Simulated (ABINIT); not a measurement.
## Quasiparticle gap of CdS (Hawleyite) in ABINIT

Wanted: ground state, empty states, screening and self-energy for CdS (Hawleyite).

Main program and level: ABINIT 10.8.3; LDA and many-body steps on it, plane waves.

**What was measured.**

- Gap 2.42 eV: optical gap from inflexion point of photoacoustic spectrum, as-grown film; photoacoustic spectroscopy; film (as-grown chemical bath deposited film, about 0.25 um thick, deposited at 80 C) (“Study of the band--gap shift in CdS films: Influence of thermal annealing in different atmospheres”, 1995, arxiv:cond-mat/9501125).

**1. Set-up**

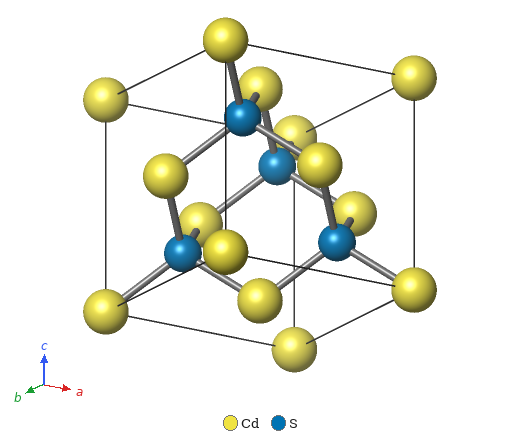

Start, viewed from a free direction; cadmium yellow, sulfur blue. This picture shows the conventional cell, with its axes. Bonds to atoms that aren't drawn are left out. Some periodic images of atoms are drawn too.

The cell and positions come from the Crystallography Open Database and are kept as given unless a step says otherwise.

**2. Ground state**

This step: ABINIT 10.8.3; DFT, LDA, plane waves, norm-conserving pseudopotentials.

The ground-state density comes first.

Contents of run.abi:

```
acell 3*1.0 Angstrom
rprim 
  -0.000000000000 2.916500000000 2.916500000000
  2.916500000000 -0.000000000000 2.916500000000
  2.916500000000 2.916500000000 -0.000000000000
ntypat 2
znucl 48 16
natom 2
typat 1 2
xred 
  0.000000000000 0.000000000000 0.000000000000
  0.250000000000 0.250000000000 0.250000000000
pp_dirpath "pseudos"
pseudos "Cd.upf, S.upf"
ecut 47
ngkpt 6 6 6
nshiftk 1
shiftk 0 0 0
kptopt 1
chksymbreak 0
nband 18
occopt 1
tolvrs 1e-10
nstep 60
prtwf 0
indata_prefix "in"
outdata_prefix "out"
tmpdata_prefix "tmp"
```

Launch:

```sh
$ OMP_NUM_THREADS=1 mpirun -n 4 abinit run.abi > log
```

Numbers of over 12 decimals in the logs are rounded to 6 here.

What it wrote:

```text
.Version 10.8.3 of ABINIT. v10.8.2 released Aug 2026.

 Symmetries : space group F-4 3 m (#216); Bravais cF (face-center cubic)
================================================================================
 Values of the parameters that define the memory need of the present run
     intxc =       0    ionmov =       0      iscf =       7    lmnmax =       6
     lnmax =       6     mgfft =      50  mpssoang =       3    mqgrid =    3001
     natom =       2  nloc_mem =       1    nspden =       1   nspinor =       1
    nsppol =       1      nsym =      24    n1xccc =    2501    ntypat =       2
    occopt =       1   xclevel =       1
-    mband =          18        mffmem =           1         mkmem =           4
       mpw =        5188          nfft =      125000          nkpt =          16
================================================================================
  Rough estimation (10% accuracy) of disk space for files :
================================================================================

--------------------------------------------------------------------------------
------------- Echo of variables that govern the present computation ------------
--------------------------------------------------------------------------------
 -outvars: echo values of preprocessed input variables --------
            acell      1.8897261259E+00  1.8897261259E+00  1.8897261259E+00 Bohr

      chksymbreak           0
             ecut      4.70000000E+01 Hartree
-          fftalg         312

              ixc       -1012
              kpt      0.00000000E+00  0.00000000E+00  0.00000000E+00
                       1.66666667E-01  0.00000000E+00  0.00000000E+00
                       3.33333333E-01  0.00000000E+00  0.00000000E+00
                       5.00000000E-01  0.00000000E+00  0.00000000E+00
                       1.66666667E-01  1.66666667E-01  0.00000000E+00
                       3.33333333E-01  1.66666667E-01  0.00000000E+00
                       5.00000000E-01  1.66666667E-01  0.00000000E+00
                      -3.33333333E-01  1.66666667E-01  0.00000000E+00
                      -1.66666667E-01  1.66666667E-01  0.00000000E+00
   [... 5 further rows ...]
                      -3.33333333E-01  3.33333333E-01  1.66666667E-01
                      -3.33333333E-01  5.00000000E-01  1.66666667E-01
         kptrlatt        6    0    0      0    6    0      0    0    6
          kptrlen      4.67656631E+01
P           mkmem           4
            natom           2
            nband          18
            ngfft          50      50      50
             nkpt          16
            nstep          60
             nsym          24
           ntypat           2
              occ      2.000000  2.000000  2.000000  2.000000  2.000000  2.000000
                       2.000000  2.000000  2.000000  2.000000  2.000000  2.000000
                       2.000000  0.000000  0.000000  0.000000  0.000000  0.000000
            prtwf           0
            rprim     -0.0000000000E+00  2.9165000000E+00  2.9165000000E+00
[...]
spgroup         216

           tolvrs      1.00000000E-10

             xred      0.0000000000E+00  0.0000000000E+00  0.0000000000E+00
[...]
znucl       48.00000   16.00000

================================================================================

 chkinp: Checking input parameters for consistency.

================================================================================
== DATASET  1 ==================================================================
-   mpi_nproc: 4, omp_nthreads: 1 (-1 if OMP is not activated)

--- !DatasetInfo
iteration_state: {dtset: 1, }
dimensions: {natom: 2, nkpt: 16, mband: 18, nsppol: 1, nspinor: 1, nspden: 1, mpw: 5188, }
cutoff_energies: {ecut:  47.0, pawecutdg:  -1.0, }
electrons: {nelect:   2.60000000E+01, charge:   0.00000000E+00, occopt:   1.00000000E+00, tsmear:   1.00000000E-02, }

 Real(R)+Recip(G) space primitive vectors, cartesian coordinates (Bohr,Bohr^-1):
 R(1)=  0.0000000  5.5113862  5.5113862  G(1)= -0.0907213  0.0907213  0.0907213
 R(2)=  5.5113862  0.0000000  5.5113862  G(2)=  0.0907213 -0.0907213  0.0907213
 R(3)=  5.5113862  5.5113862  0.0000000  G(3)=  0.0907213  0.0907213 -0.0907213
 Unit cell volume ucvol=  3.3482088E+02 bohr^3
 Angles (23,13,12)=  6.00000000E+01  6.00000000E+01  6.00000000E+01 degrees

 getcut: wavevector=  0.0000  0.0000  0.0000  ngfft=  50  50  50
         ecut(hartree)=     47.000   => boxcut(ratio)=   2.07948

--- Pseudopotential description ------------------------------------------------
- Cd Generated using ONCVPSP code by D. R. Hamann
- 48.00000  20.00000  180309                  znucl, zion, pspdat
12 -1012 2 -1 1336                            pspcod,pspxc,lmax,lloc,mmax
     nproj     2     2     2
  pspatm : epsatm=   23.37058476
         --- l  ekb(1:nproj) -->
[...]
pspatm: atomic psp has been read  and splines computed

- S Generated using ONCVPSP code by D. R. Hamann
- 16.00000   6.00000  180309                  znucl, zion, pspdat
12 -1012 2 -1 1132                            pspcod,pspxc,lmax,lloc,mmax
     nproj     2     2     2
  pspatm : epsatm=    8.64647033
         --- l  ekb(1:nproj) -->
[...]
2   -2.858321   -0.603195
 pspatm: atomic psp has been read  and splines computed

   8.32443432E+02                                ecore*ucvol(ha*bohr**3)
--------------------------------------------------------------------------------

_setup2: Arith. and geom. avg. npw (full set) are    5151.458    5151.430

================================================================================

--- !BeginCycle
iteration_state: {dtset: 1, }
solver: {iscf: 7, nstep: 60, nline: 4, wfoptalg: 0, }
tolerances: {tolvrs: 1.00E-10, }

     iter   Etot(hartree)      deltaE(h)  residm     vres2
 ETOT  1  -182.23631040478    -1.822E+02 4.495E+00 1.387E+04
 ETOT  2  -183.81882579950    -1.583E+00 4.130E-01 2.418E+04
 ETOT  3  -186.03072573977    -2.212E+00 2.525E-01 3.518E+03
 ETOT  4  -186.25210689364    -2.214E-01 1.717E-02 1.415E+03
 ETOT  5  -186.34694050410    -9.483E-02 2.830E-03 4.134E+02
 ETOT  6  -186.37633806447    -2.940E-02 2.121E-03 1.226E+02
 ETOT  7  -186.38810242471    -1.176E-02 2.577E-04 4.871E+00
 ETOT  8  -186.38861884413    -5.164E-04 1.258E-04 8.693E-02
 ETOT  9  -186.38862779880    -8.955E-06 3.866E-05 1.396E-02
 ETOT 10  -186.38862933174    -1.533E-06 3.349E-05 2.937E-05
 ETOT 11  -186.38862933763    -5.892E-09 1.820E-05 2.086E-06
 ETOT 12  -186.38862933789    -2.525E-10 1.756E-05 8.449E-09
 ETOT 13  -186.38862933790    -1.333E-11 1.042E-05 4.203E-10
 ETOT 14  -186.38862933789     8.754E-12 9.614E-06 7.003E-11

 At SCF step   14       vres2   =  7.00E-11 < tolvrs=  1.00E-10 =>converged.

 Cartesian components of stress tensor (hartree/bohr^3)
  sigma(1 1)=  9.38767989E-05  sigma(3 2)=  0.00000000E+00
  sigma(2 2)=  9.38767989E-05  sigma(3 1)=  0.00000000E+00
  sigma(3 3)=  9.38767989E-05  sigma(2 1)=  0.00000000E+00

--- !ResultsGS
iteration_state: {dtset: 1, }
comment   : Summary of ground state results
lattice_vectors:
- [ -0.0000000,   5.5113862,   5.5113862, ]
- [  5.5113862,  -0.0000000,   5.5113862, ]
- [  5.5113862,   5.5113862,  -0.0000000, ]
lattice_lengths: [   7.79428,    7.79428,    7.79428, ]
lattice_angles: [ 60.000,  60.000,  60.000, ] # degrees, (23, 13, 12)
lattice_volume:   3.3482088E+02
convergence: {deltae:  8.754E-12, res2:  7.003E-11, residm:  9.614E-06, diffor: null, }
etotal    :  -1.86388629E+02
entropy   :   0.00000000E+00
fermie    :   1.50789187E-01
cartesian_stress_tensor: # hartree/bohr^3
- [  9.38767989E-05,   0.00000000E+00,   0.00000000E+00, ]
- [  0.00000000E+00,   9.38767989E-05,   0.00000000E+00, ]
- [  0.00000000E+00,   0.00000000E+00,   9.38767989E-05, ]
pressure_GPa:  -2.7620E+00
xred      :
- [  0.0000E+00,   0.0000E+00,   0.0000E+00, Cd]
- [  2.5000E-01,   2.5000E-01,   2.5000E-01,  S]
cartesian_forces: # hartree/bohr
- [ -0.00000000E+00,  -0.00000000E+00,  -0.00000000E+00, ]
- [ -0.00000000E+00,  -0.00000000E+00,  -0.00000000E+00, ]
force_length_stats: {min:   0.00000000E+00, max:   0.00000000E+00, mean:   0.00000000E+00, }

 Integrated electronic density in atomic spheres:
 ------------------------------------------------
 Atom  Sphere_radius  Integrated_density
    1        2.00000         17.15828508
    2        2.00000          3.90365967
================================================================================

 ----iterations are completed or convergence reached----

 Mean square residual over all n,k,spin=   36.090E-09; max=  96.144E-07
 reduced coordinates (array xred) for    2 atoms
       0.000000000000      0.000000000000      0.000000000000
       0.250000000000      0.250000000000      0.250000000000
 rms dE/dt=  0.0000E+00; max dE/dt=  0.0000E+00; dE/dt below (all hartree)
    1       0.000000000000      0.000000000000      0.000000000000
    2       0.000000000000      0.000000000000      0.000000000000

 cartesian coordinates (angstrom) at end:
    1      0.000000     0.000000     0.000000
    2      1.458250     1.458250     1.458250

 cartesian forces (hartree/bohr) at end:
    1     -0.000000    -0.000000    -0.000000
    2     -0.000000    -0.000000    -0.000000
 frms,max,avg= 0.0000000E+00 0.0000000E+00   0.000E+00  0.000E+00  0.000E+00 h/b

 cartesian forces (eV/Angstrom) at end:
    1     -0.000000    -0.000000    -0.000000
    2     -0.000000    -0.000000    -0.000000
 frms,max,avg= 0.0000000E+00 0.0000000E+00   0.000E+00  0.000E+00  0.000E+00 e/A
 length scales=  1.889726125908  1.889726125908  1.889726125908 bohr
              =  1.000000000000  1.000000000000  1.000000000000 angstroms
 prteigrs : about to open file out_EIG
 Fermi (or HOMO) energy (hartree) =   0.15079   Average Vxc (hartree)=  -0.36085
 Eigenvalues (hartree) for nkpt=  16  k points:
 kpt#   1, nband= 18, wtk=  0.00463, kpt=  0.0000  0.0000  0.0000 (reduced coord)
  -3.56599   -2.13852   -2.13852   -2.13852   -0.30383   -0.13413   -0.13413   -0.13413
  -0.11628   -0.11628    0.15079    0.15079    0.15079    0.18240    0.38360    0.38360
   0.38360    0.55736
 prteigrs : prtvol=0 or 1, do not print more k-points.

--- !EnergyTerms
iteration_state     : {dtset: 1, }
comment             : Components of total free energy in Hartree
kinetic             :  6.52184178487066E+01
hartree             :  6.50162496552078E+01
xc                  : -2.72272990040161E+01
Ewald energy        : -9.94062291781547E+01
psp_core            :  2.48623508767928E+00
local_psp           : -1.97807043644246E+02
non_local_psp       :  5.33103989693190E+00
total_energy        : -1.86388629337891E+02
total_energy_eV     : -5.07189298477234E+03
band_energy         : -2.12962455072098E+01

 Cartesian components of stress tensor (hartree/bohr^3)
  sigma(1 1)=  9.38767989E-05  sigma(3 2)=  0.00000000E+00
  sigma(2 2)=  9.38767989E-05  sigma(3 1)=  0.00000000E+00
  sigma(3 3)=  9.38767989E-05  sigma(2 1)=  0.00000000E+00

-Cartesian components of stress tensor (GPa)         [Pressure= -2.7620E+00 GPa]
- sigma(1 1)=  2.76195078E+00  sigma(3 2)=  0.00000000E+00
- sigma(2 2)=  2.76195078E+00  sigma(3 1)=  0.00000000E+00
- sigma(3 3)=  2.76195078E+00  sigma(2 1)=  0.00000000E+00

== END DATASET(S) ==============================================================
================================================================================

 -outvars: echo values of variables after computation  --------
           etotal     -1.8638862934E+02
            nband          18
             nkpt          16
          spgroup         216
 [... the other variables as echoed above ...]

 Calculation completed.
```

It took 21 s on 4 MPI ranks of Arm Neoverse V1, shared host; peak memory 0.36 GiB.

Numbers from this step:

* total energy: -5071.8930 eV
* gap: 0.8602 eV
* k of the valence top: 0, 0, 0
* k of the conduction bottom: 0, 0, 0
* least direct gap: 0.8602 eV
* pressure: -2.762 GPa

The gap is direct, at Γ.

The cutoff was set for levels, not for stress, so the pressure can be off by some GPa.

[end of part 1 of 3]

[Paths, hosts, dates, memory and timing lines, banners, echoed tables and standing remarks are left out of the program output.]

[Logs are printed without paths, hosts, clocks, repeated set-up lines and the standing remarks that a program may print on its own settings, such as how far it seeks lower states.]

[Runs of the session that timed out or met a known fault of the program may be left out.]

[Hosts, paths, dates, database ids (printed as entryN), source tags and the programs' standing remarks are cut or masked in the printed files.]

[G0W0 gaps are taken among the corrected bands and points alone; a level outside them can change the order at an edge.]

[Where Ansatz stands beside ABINIT at settings called matched, ABINIT's density can come from a denser mesh and the files from another edition; pairs whose starting gaps differed by over 0.03 eV were left out, so agreement reads better than it is.]
